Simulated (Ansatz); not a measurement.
# Nudged elastic band of CH8GeNOSb (part 2 of 2)

CH8GeNOSb; RKS LDA/def2-SVP (Ansatz 0.2.0). It belongs to a series of runs on one base structure; here: band between the two ends.

Geometry of the input (Å):
```
N  -1.4061  0.6431  0.6990
C  -0.3626  0.0732  -0.0483
O  -0.9112  -0.3953  -1.2352
Ge 0.4685  -1.3910  0.9762
Sb 1.3237  1.5778  -0.5633
H  -1.1529  0.9105  1.6554
H  -1.8911  1.4073  0.2071
H  -0.1801  -0.5182  -1.8725
H  0.9737  -0.8758  2.3486
H  1.6774  -1.9015  0.1573
H  -0.5445  -2.5385  1.1819
H  1.8576  0.6126  -1.9053
H  0.1681  2.3612  -1.5861
```

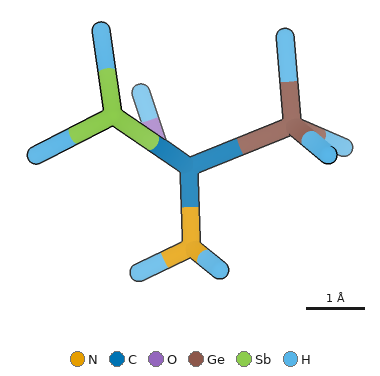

**Figure 1.** The starting structure (stick view, seen on its broad side). Sticks mark near contacts.

```
Total energy: -67614.37207964 eV, -2484.7823432592 hartree
Atom 0 at    -1.361581     0.712394     0.655401 Å, force    -0.005016     0.021093    -0.005635 eV/Å
Atom 1 at    -0.348039     0.093546    -0.064280 Å, force     0.000106     0.000702    -0.000039 eV/Å
Atom 2 at    -0.859216    -0.425921    -1.260852 Å, force     0.027924     0.002055    -0.007999 eV/Å
Atom 3 at     0.488464    -1.345456     0.983225 Å, force    -0.011486    -0.002326     0.013373 eV/Å
Atom 4 at     1.310029     1.599602    -0.547484 Å, force     0.007332    -0.005875    -0.002467 eV/Å
Atom 5 at    -1.517493     0.519732     1.643645 Å, force    -0.001332    -0.002286    -0.011606 eV/Å
Atom 6 at    -1.821736     1.539660     0.264486 Å, force     0.004233    -0.019435     0.009790 eV/Å
Atom 7 at    -0.105361    -0.558901    -1.871348 Å, force    -0.024601    -0.003317     0.008424 eV/Å
Atom 8 at     1.229218    -0.805691     2.233247 Å, force    -0.002295     0.000511    -0.000970 eV/Å
Atom 9 at     1.504471    -2.045679     0.056001 Å, force     0.006130    -0.005109    -0.002447 eV/Å
Atom 10 at    -0.593763    -2.365658     1.416474 Å, force     0.006474     0.007879    -0.003880 eV/Å
Atom 11 at     1.925117     0.682262    -1.891533 Å, force    -0.004757     0.003799    -0.003348 eV/Å
Atom 12 at     0.170290     2.365412    -1.602181 Å, force    -0.002713     0.002309     0.006804 eV/Å
Dipole moment:    -0.095529     0.084035     0.185521 e Å
this run last wrote the band of iteration 10 to [file]
```

The last band as extended XYZ (Å, eV, eV/Å):
```
13
Properties=species:S:1:pos:R:3:forces:R:3 image=0 energy=-67614.41208
N    -1.4061    0.6431    0.6990    0.0027  -0.0013  -0.0003
C    -0.3626    0.0732   -0.0483    0.0005  -0.0017   0.0007
O    -0.9112   -0.3953   -1.2352   -0.0016   0.0004  -0.0011
Ge    0.4685   -1.3910    0.9762   -0.0008   0.0033  -0.0018
Sb    1.3237    1.5778   -0.5633    0.0002  -0.0005   0.0010
H    -1.1529    0.9105    1.6554   -0.0002   0.0002   0.0006
H    -1.8911    1.4073    0.2071    0.0002  -0.0011  -0.0014
H    -0.1801   -0.5182   -1.8725   -0.0005   0.0003   0.0013
H     0.9737   -0.8758    2.3486   -0.0001   0.0004   0.0005
H     1.6774   -1.9015    0.1573    0.0001  -0.0006   0.0007
H    -0.5445   -2.5385    1.1819    0.0002   0.0001  -0.0002
H     1.8576    0.6126   -1.9053   -0.0013   0.0000   0.0000
H     0.1681    2.3612   -1.5861    0.0007   0.0006   0.0002
13
Properties=species:S:1:pos:R:3:forces:R:3 image=1 energy=-67614.40891
N    -1.4323    0.6291    0.6802    0.0081   0.0058   0.0016
C    -0.3703    0.0752   -0.0518   -0.0065  -0.0033  -0.0035
O    -0.8918   -0.3940   -1.2513    0.0030   0.0012   0.0035
Ge    0.4689   -1.3867    0.9679    0.0014   0.0013  -0.0014
Sb    1.2999    1.6111   -0.5254    0.0042  -0.0074   0.0015
H    -1.2130    0.8573    1.6547    0.0065   0.0124  -0.0008
H    -1.8987    1.4134    0.2024   -0.0055  -0.0096  -0.0025
H    -0.1448   -0.5230   -1.8688   -0.0054   0.0017  -0.0012
H     1.1077   -0.8494    2.2747   -0.0061  -0.0022   0.0040
H     1.5811   -1.9792    0.0722    0.0058   0.0035   0.0060
H    -0.5721   -2.4790    1.2994    0.0001  -0.0051  -0.0075
H     1.9184    0.6458   -1.8303   -0.0023   0.0008  -0.0024
H     0.1675    2.3447   -1.6091   -0.0032   0.0010   0.0028
13
Properties=species:S:1:pos:R:3:forces:R:3 image=2 energy=-67614.39410
N    -1.4343    0.6392    0.6456    0.0117  -0.0400  -0.0085
C    -0.3679    0.0761   -0.0655   -0.0405   0.0032  -0.0093
O    -0.8630   -0.4115   -1.2733    0.0014   0.0062   0.0213
Ge    0.4707   -1.3701    0.9755    0.0096   0.0023  -0.0144
Sb    1.2957    1.6106   -0.5235    0.0164   0.0051   0.0082
H    -1.3350    0.6943    1.6616    0.0393   0.0592   0.0097
H    -1.8468    1.4866    0.2351   -0.0116  -0.0169  -0.0121
H    -0.1021   -0.5378   -1.8745    0.0060   0.0013  -0.0156
H     1.1884   -0.8127    2.2324   -0.0120  -0.0020   0.0027
H     1.5177   -2.0352    0.0541   -0.0009   0.0061   0.0075
H    -0.5906   -2.4121    1.3949   -0.0068  -0.0211  -0.0041
H     1.9228    0.6779   -1.8495   -0.0029  -0.0013   0.0075
H     0.1647    2.3602   -1.5981   -0.0096  -0.0021   0.0073
13
Properties=species:S:1:pos:R:3:forces:R:3 image=3 energy=-67614.37204
N    -1.3616    0.7124    0.6554   -0.0050   0.0211  -0.0056
C    -0.3480    0.0935   -0.0643    0.0001   0.0007   0.0000
O    -0.8592   -0.4259   -1.2609    0.0279   0.0021  -0.0080
Ge    0.4885   -1.3455    0.9832   -0.0115  -0.0023   0.0134
Sb    1.3100    1.5996   -0.5475    0.0073  -0.0059  -0.0025
H    -1.5175    0.5197    1.6436   -0.0013  -0.0023  -0.0116
H    -1.8217    1.5397    0.2645    0.0042  -0.0194   0.0098
H    -0.1054   -0.5589   -1.8713   -0.0246  -0.0033   0.0084
H     1.2292   -0.8057    2.2332   -0.0023   0.0005  -0.0010
H     1.5045   -2.0457    0.0560    0.0061  -0.0051  -0.0024
H    -0.5938   -2.3657    1.4165    0.0065   0.0079  -0.0039
H     1.9251    0.6823   -1.8915   -0.0048   0.0038  -0.0033
H     0.1703    2.3654   -1.6022   -0.0027   0.0023   0.0068
13
Properties=species:S:1:pos:R:3:forces:R:3 image=4 energy=-67614.42482
N    -1.2509    0.8070    0.7101    0.1566   0.1507   0.0896
C    -0.3179    0.1130   -0.0551    0.0671   0.0264  -0.0016
O    -0.8763   -0.4211   -1.2291   -0.0546   0.0101   0.0514
Ge    0.5060   -1.3330    0.9894    0.0282   0.0105   0.0133
Sb    1.3149    1.5967   -0.5555    0.0135  -0.0155  -0.0112
H    -1.6404    0.4087    1.5649   -0.1774  -0.1626  -0.1044
H    -1.8265    1.5143    0.2434   -0.0141  -0.0277  -0.0339
H    -0.1448   -0.5712   -1.8618   -0.0382  -0.0192   0.0041
H     1.2458   -0.8096    2.2435    0.0241  -0.0076   0.0134
H     1.5096   -2.0500    0.0602    0.0012  -0.0102   0.0064
H    -0.5924   -2.3419    1.4136   -0.0026   0.0344  -0.0048
H     1.9210    0.6818   -1.9071   -0.0068  -0.0002  -0.0285
H     0.1723    2.3705   -1.6017    0.0030   0.0108   0.0062
13
Properties=species:S:1:pos:R:3:forces:R:3 image=5 energy=-67614.51210
N    -1.1864    0.8545    0.7676    0.0697   0.0518   0.0342
C    -0.2880    0.1363   -0.0403    0.0212   0.0205   0.0329
O    -0.8975   -0.4001   -1.1887   -0.0313   0.0280   0.0400
Ge    0.5280   -1.3217    0.9956    0.0280   0.0110   0.0140
Sb    1.3220    1.6051   -0.5578    0.0005   0.0053  -0.0064
H    -1.7489    0.3037    1.4281   -0.1040  -0.1045  -0.1530
H    -1.7814    1.5088    0.2387    0.0488  -0.0228   0.0011
H    -0.1947   -0.5866   -1.8441   -0.0450  -0.0206   0.0172
H     1.2787   -0.8226    2.2509    0.0356  -0.0079   0.0112
H     1.5087   -2.0647    0.0610    0.0028  -0.0136   0.0064
H    -0.5973   -2.3037    1.4137   -0.0032   0.0411   0.0019
H     1.8979    0.6702   -1.9101   -0.0314  -0.0094  -0.0073
H     0.1792    2.3862   -1.5997    0.0083   0.0211   0.0077
13
Properties=species:S:1:pos:R:3:forces:R:3 image=6 energy=-67614.55447
N    -1.1764    0.8422    0.7946    0.0049   0.0059  -0.0017
C    -0.2711    0.1484   -0.0332    0.0042  -0.0052  -0.0081
O    -0.9018   -0.3769   -1.1743    0.0033   0.0134   0.0164
Ge    0.5472   -1.3140    0.9993    0.0090   0.0087   0.0012
Sb    1.3245    1.6223   -0.5437    0.0013   0.0005   0.0041
H    -1.8465    0.2173    1.2675   -0.0393  -0.0383  -0.0484
H    -1.7143    1.5446    0.2628    0.0276   0.0115   0.0108
H    -0.2139   -0.6268   -1.8238   -0.0072  -0.0182   0.0063
H     1.3321   -0.8256    2.2373    0.0204   0.0016  -0.0045
H     1.4937   -2.0974    0.0600   -0.0049  -0.0122   0.0029
H    -0.6025   -2.2551    1.4412   -0.0014   0.0184   0.0120
H     1.8610    0.6641   -1.8931   -0.0185   0.0002  -0.0012
H     0.1884    2.4223   -1.5799    0.0008   0.0137   0.0101
13
Properties=species:S:1:pos:R:3:forces:R:3 image=7 energy=-67614.56668
N    -1.1843    0.8161    0.7831   -0.0011  -0.0003   0.0010
C    -0.2635    0.1411   -0.0449   -0.0024  -0.0034  -0.0066
O    -0.8843   -0.3728   -1.1940    0.0058   0.0018   0.0027
Ge    0.5479   -1.3176    0.9992    0.0013   0.0013   0.0006
Sb    1.3261    1.6347   -0.5102    0.0025  -0.0033   0.0028
H    -1.9011    0.1758    1.1605   -0.0045  -0.0028  -0.0098
H    -1.6726    1.5687    0.2723    0.0037   0.0008  -0.0002
H    -0.1940   -0.6884   -1.8115    0.0003  -0.0065   0.0008
H     1.4044   -0.8117    2.1812    0.0056   0.0022  -0.0041
H     1.4273   -2.1724    0.0549   -0.0048  -0.0064   0.0009
H    -0.6149   -2.1971    1.5251   -0.0011   0.0051   0.0074
H     1.8440    0.7150   -1.8911   -0.0034   0.0062  -0.0032
H     0.1853    2.4738   -1.5100   -0.0020   0.0053   0.0078
13
Properties=species:S:1:pos:R:3:forces:R:3 image=8 energy=-67614.56949
N    -1.1763    0.8051    0.7526   -0.0013  -0.0012  -0.0048
C    -0.2489    0.1224   -0.0624    0.0019   0.0010  -0.0006
O    -0.8589   -0.3923   -1.2155   -0.0033   0.0030   0.0078
Ge    0.5398   -1.3289    1.0095   -0.0007  -0.0015  -0.0006
Sb    1.3379    1.6307   -0.4929   -0.0005  -0.0013  -0.0001
H    -1.9085    0.1711    1.1117   -0.0002   0.0004   0.0008
H    -1.6429    1.5689    0.2379   -0.0002  -0.0001   0.0017
H    -0.1665   -0.7463   -1.8090    0.0038  -0.0027  -0.0041
H     1.4454   -0.8079    2.1473   -0.0003   0.0002   0.0002
H     1.3639   -2.2509    0.0782   -0.0005   0.0007  -0.0002
H    -0.6377   -2.1464    1.5994    0.0004   0.0002   0.0005
H     1.8090    0.8062   -1.9480    0.0014   0.0006  -0.0009
H     0.1643    2.5337   -1.3941   -0.0004   0.0006   0.0003
```
